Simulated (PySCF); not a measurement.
# SiNH4F (SMILES N[SiH2]F) at 6 levels

Wanted: a comparison of 6 runs (HF/STO-3G, HF/3-21G, B3LYP/6-31G*, PBE0/6-311G**, PBE/def2-TZVP, MP2/pcseg-2) of SiNH4F. The job is set up through a Python script.

Program for the calculation: PySCF 2.14.0.

## (1) Starting point

SiNH4F has 7 atoms, charge 0, and is taken as a singlet. SMILES: `N[SiH2]F`. The coordinates come from a PBE0-D4/def2-TZVP relaxation. This is one conformer, not always the lowest.

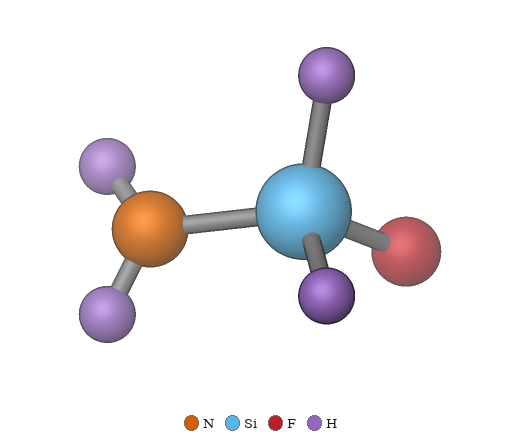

The structure, seen from a chosen angle (nitrogen orange, silicon blue, fluorine red, hydrogen purple).

## (2) Energy and gradient at HF/STO-3G (run 1)

Input file job.py:

```python
import pyscf.grad
from pyscf import gto

mol = gto.M(
    atom='''
N   -0.761500   0.339000  -0.625200
Si   0.531100  -0.115700   0.373400
F    0.515100  -1.653900   0.829800
H   -0.786600   0.105100  -1.603600
H   -1.682200   0.513500  -0.258400
H    0.455900   0.676200   1.620700
H    1.789400   0.068000  -0.382300
''',
    basis='sto-3g',
    verbose=4,
    max_memory=1860,
)

mf = mol.RHF()
mf.conv_tol = 1e-10
mf.kernel()
if not mf.converged:
    mf = mf.newton().run(mf.mo_coeff, mf.mo_occ)

energy = mf.e_tot
print('E(%s) = %.9f' % ('HF', energy))
grad = mf.Gradients().kernel()
mf.analyze()
```

On the command line:

```
OMP_NUM_THREADS=1 python job.py
```

Standard output:

```text
PySCF version 2.14.0

[... 76 lines left out ...]
Nuclear Repulsion Energy =             118.587946720035021
[... 2 lines left out ...]
Two-electron Coulomb Energy =          330.310173709327785
[... 4 lines left out ...]
MO #2   energy= -25.8071119092918  occ= 2
[... 2 lines left out ...]
MO #5   energy= -4.04049188449919  occ= 2
[... 2 lines left out ...]
MO #8   energy= -1.42462129954685  occ= 2
[... 2 lines left out ...]
MO #11  energy= -0.590484139768209 occ= 2
[... 2 lines left out ...]
MO #14  energy= -0.464882683698538 occ= 2
[... 2 lines left out ...]
MO #17  energy= -0.316374482917349 occ= 2
MO #18  energy= 0.499925238106657  occ= 0
MO #19  energy= 0.531545027569606  occ= 0
MO #20  energy= 0.557798076280575  occ= 0
MO #21  energy= 0.562833501105043  occ= 0
MO #22  energy= 0.752850756336962  occ= 0
MO #23  energy= 0.797655678562985  occ= 0
 ** Mulliken pop on meta-lowdin orthogonal AOs  **
 ** Mulliken pop  **
pop of  0 N 1s            1.99986
pop of  0 N 2s            1.29615
pop of  0 N 2px           1.20146
pop of  0 N 2py           1.83960
pop of  0 N 2pz           1.12843
pop of  1 Si 1s           2.00000
pop of  1 Si 2s           1.99990
pop of  1 Si 3s           1.04178
pop of  1 Si 2px          1.99908
pop of  1 Si 2py          1.99933
pop of  1 Si 2pz          1.99901
pop of  1 Si 3px          0.72526
pop of  1 Si 3py          0.62755
pop of  1 Si 3pz          0.75086
pop of  2 F 1s            1.99996
pop of  2 F 2s            1.89091
pop of  2 F 2px           1.94774
pop of  2 F 2py           1.53899
pop of  2 F 2pz           1.91272
pop of  3 H 1s            0.89079
pop of  4 H 1s            0.89080
pop of  5 H 1s            1.15992
pop of  6 H 1s            1.15991
 ** Mulliken atomic charges  **
charge of    0N =     -0.46549
charge of    1Si =      0.85723
charge of    2F =     -0.29032
charge of    3H =      0.10921
charge of    4H =      0.10920
charge of    5H =     -0.15992
charge of    6H =     -0.15991
Dipole moment(X, Y, Z, Debye): -0.51117,  0.53760, -0.50376
```

Wall time 2.3 s (1 thread of Intel Xeon at 2.70GHz, shared host); peak memory 0.12 GiB.

## (3) Energy and gradient at HF/3-21G (run 2)

Input file input.py:

```python
from pyscf import gto

mol = gto.Mole()
mol.atom = [
    ('N', (-0.761500, 0.339000, -0.625200)),
    ('Si', (0.531100, -0.115700, 0.373400)),
    ('F', (0.515100, -1.653900, 0.829800)),
    ('H', (-0.786600, 0.105100, -1.603600)),
    ('H', (-1.682200, 0.513500, -0.258400)),
    ('H', (0.455900, 0.676200, 1.620700)),
    ('H', (1.789400, 0.068000, -0.382300)),
]
mol.spin = 0
mol.charge = 0
mol.max_memory = 1860
mol.verbose = 4
mol.basis = '3-21g'
mol.build()

mf = mol.RHF()
mf.conv_tol = 1e-10
mf.kernel()
if not mf.converged:
    mf = mf.newton().run(mf.mo_coeff, mf.mo_occ)

energy = mf.e_tot
print(f'total energy: {energy:.8f} hartree')
grad = mf.nuc_grad_method().kernel()
mf.analyze()
```

On the command line:

```
OMP_NUM_THREADS=1 python input.py
```

Standard output:

```text
PySCF version 2.14.0

[... 62 lines left out ...]
total energy: -442.85352368 hartree
[... 18 lines left out ...]
Two-electron Coulomb Energy =          327.440063256764745
[... 6 lines left out ...]
MO #4   energy= -6.15937472931303  occ= 2
[... 4 lines left out ...]
MO #9   energy= -1.14456835348395  occ= 2
[... 4 lines left out ...]
MO #14  energy= -0.621633571326713 occ= 2
[... 4 lines left out ...]
MO #19  energy= 0.217194380912197  occ= 0
[... 4 lines left out ...]
MO #24  energy= 0.440038411557423  occ= 0
[... 4 lines left out ...]
MO #29  energy= 1.26573921593856   occ= 0
[... 4 lines left out ...]
MO #34  energy= 1.62065488326072   occ= 0
[... 4 lines left out ...]
MO #39  energy= 3.78809888462336   occ= 0
[... 10 lines left out ...]
pop of  0 N 3pz           0.00198
pop of  1 Si 1s           1.99999
pop of  1 Si 2s           1.99982
pop of  1 Si 3s           0.93520
pop of  1 Si 4s           0.01084
pop of  1 Si 2px          1.99977
pop of  1 Si 2py          1.99979
pop of  1 Si 2pz          1.99978
pop of  1 Si 3px          0.69144
pop of  1 Si 3py          0.49521
pop of  1 Si 3pz          0.73550
pop of  1 Si 4px          0.01906
pop of  1 Si 4py          0.02212
pop of  1 Si 4pz          0.02127
pop of  2 F 1s            1.99989
pop of  2 F 2s            1.84563
pop of  2 F 3s            0.00329
pop of  2 F 2px           1.92859
pop of  2 F 2py           1.79808
pop of  2 F 2pz           1.92125
pop of  2 F 3px           0.00100
pop of  2 F 3py           0.00246
pop of  2 F 3pz           0.00119
pop of  3 H 1s            0.77317
pop of  3 H 2s            0.01057
pop of  4 H 1s            0.77318
pop of  4 H 2s            0.01057
pop of  5 H 1s            1.14346
pop of  5 H 2s            0.00230
pop of  6 H 1s            1.14346
pop of  6 H 2s            0.00230
 ** Mulliken atomic charges  **
charge of    0N =     -0.70984
charge of    1Si =      1.07022
charge of    2F =     -0.50137
charge of    3H =      0.21626
charge of    4H =      0.21625
charge of    5H =     -0.14576
charge of    6H =     -0.14576
Dipole moment(X, Y, Z, Debye): -1.23491,  1.25844, -1.20462
```

Wall time 1.6 s (1 thread of Intel Xeon at 2.70GHz, shared host); peak memory 0.12 GiB.

Runs 3 to 5 aren't shown in full; the table further down has their settings and results.

## (4) Energy and forces at MP2/pcseg-2 (run 6)

Input file run.py:

```python
import pyscf.grad
from pyscf import gto, mp

molecule = gto.Mole()
molecule.atom = [
    ('N', (-0.761500, 0.339000, -0.625200)),
    ('Si', (0.531100, -0.115700, 0.373400)),
    ('F', (0.515100, -1.653900, 0.829800)),
    ('H', (-0.786600, 0.105100, -1.603600)),
    ('H', (-1.682200, 0.513500, -0.258400)),
    ('H', (0.455900, 0.676200, 1.620700)),
    ('H', (1.789400, 0.068000, -0.382300)),
]
molecule.max_memory = 1860
molecule.basis = 'pcseg-2'
molecule.spin = 0
molecule.verbose = 4
molecule.build()

mf = molecule.RHF()
mf.conv_tol = 1e-10
mf.kernel()
if not mf.converged:
    mf = mf.newton().run(mf.mo_coeff, mf.mo_occ)

pt = mp.MP2(mf, frozen=7).run()
e_final = pt.e_tot
print(f'total energy: {e_final:.8f} hartree')
grad = pt.Gradients().kernel()
mf.analyze()
```

On the command line:

```
OMP_NUM_THREADS=1 python run.py
```

Standard output:

```text
PySCF version 2.14.0

[... 83 lines left out ...]
Nuclear Repulsion Energy =             118.587946720035021
[... 15 lines left out ...]
MO #10  energy= -0.762530915986567 occ= 2
[... 13 lines left out ...]
MO #24  energy= 0.217654810982584  occ= 0
[... 13 lines left out ...]
MO #38  energy= 0.73672605997537   occ= 0
[... 13 lines left out ...]
MO #52  energy= 1.29006458987273   occ= 0
[... 13 lines left out ...]
MO #66  energy= 1.94979345565111   occ= 0
[... 13 lines left out ...]
MO #80  energy= 2.75225591976955   occ= 0
[... 13 lines left out ...]
MO #94  energy= 3.92634076932091   occ= 0
[... 13 lines left out ...]
MO #108 energy= 4.6130755145916    occ= 0
[... 13 lines left out ...]
MO #122 energy= 5.02762606534725   occ= 0
[... 13 lines left out ...]
MO #136 energy= 5.99307790306555   occ= 0
[... 13 lines left out ...]
MO #150 energy= 16.6379813285457   occ= 0
[... 121 lines left out ...]
pop of  4 H 3dz^2         0.00002
pop of  4 H 3dxz          0.00003
pop of  4 H 3dx2-y2       0.00005
pop of  5 H 1s            1.15497
pop of  5 H 2s            0.00307
pop of  5 H 3s            0.00134
pop of  5 H 2px           0.00043
pop of  5 H 2py           0.00194
pop of  5 H 2pz           0.00520
pop of  5 H 3px           0.00006
pop of  5 H 3py           0.00009
pop of  5 H 3pz           0.00012
pop of  5 H 3dxy          0.00001
pop of  5 H 3dyz          0.00023
pop of  5 H 3dz^2         0.00013
pop of  5 H 3dxz          0.00002
pop of  5 H 3dx2-y2       0.00002
pop of  6 H 1s            1.15497
pop of  6 H 2s            0.00308
pop of  6 H 3s            0.00134
pop of  6 H 2px           0.00511
pop of  6 H 2py           0.00032
pop of  6 H 2pz           0.00213
pop of  6 H 3px           0.00014
pop of  6 H 3py           0.00005
pop of  6 H 3pz           0.00008
pop of  6 H 3dxy          0.00002
pop of  6 H 3dyz          0.00001
pop of  6 H 3dz^2         0.00001
pop of  6 H 3dxz          0.00022
pop of  6 H 3dx2-y2       0.00015
 ** Mulliken atomic charges  **
charge of    0N =     -0.78190
charge of    1Si =      1.21537
charge of    2F =     -0.57795
charge of    3H =      0.23987
charge of    4H =      0.23987
charge of    5H =     -0.16763
charge of    6H =     -0.16763
Dipole moment(X, Y, Z, Debye): -1.12193,  1.19041, -1.10869
```

Wall time 91 s (1 thread of Intel Xeon at 2.70GHz, shared host); peak memory 1.9 GiB.

## (5) Overview of the runs

| run | level | Cartesian functions | integration grid | energy (Eh) | dipole moment (D) of the reference | HOMO energy (eV) | LUMO energy (eV) | wall time |
| --- | --- | --- | --- | --- | --- | --- | --- | --- |
| 1 | HF/STO-3G | no | – | -439.731370 | 0.90 | -8.61 | 13.60 | 2.3 s |
| 2 | HF/3-21G | no | – | -442.853524 | 2.14 | -11.51 | 5.60 | 1.6 s |
| 3 | B3LYP/6-31G* (Cartesian functions) | yes | 5 | -446.572953 | 2.04 | -7.51 | 1.17 | 17 s |
| 4 | PBE0/6-311G** | no | 5 | -446.344432 | 2.12 | -8.05 | 0.89 | 25 s |
| 5 | PBE/def2-TZVP | no | 5 | -446.346393 | 1.99 | -6.65 | -0.24 | 43 s |
| 6 | MP2/pcseg-2 | no | – | -445.907904 | 1.98 | -11.84 | 2.57 | 91 s |

## (6) What came out

| quantity | value |
| --- | --- |
| run 6: total energy | -445.90790 Eh |
| run 6: dipole moment (Hartree–Fock density) | 1.98 D |
| run 6: HOMO energy (Hartree–Fock orbitals) | -11.84 eV |
| run 6: LUMO energy (Hartree–Fock orbitals) | 2.57 eV |
| run 6: HOMO–LUMO gap (Hartree–Fock orbitals) | 14.41 eV |
| run 6: correlation energy (7 core orbitals frozen) | -581.5 mEh |
| run 6: largest force on an atom | 0.369 eV/Å |

Over runs 1, 2, 3, 4, 5 the dipole moment (its size) runs from 0.90 D (HF/STO-3G) to 2.14 D (HF/3-21G). Over runs 1, 2, 3, 4, 5 the HOMO–LUMO gap runs from 6.41 eV (PBE/def2-TZVP) to 22.21 eV (HF/STO-3G). The two ends differ in method and basis. Totals of different functionals can't be ranked against each other. In run 1 the basis is minimal, so the values are rough. All runs together took 3 min, the longest 91 s.
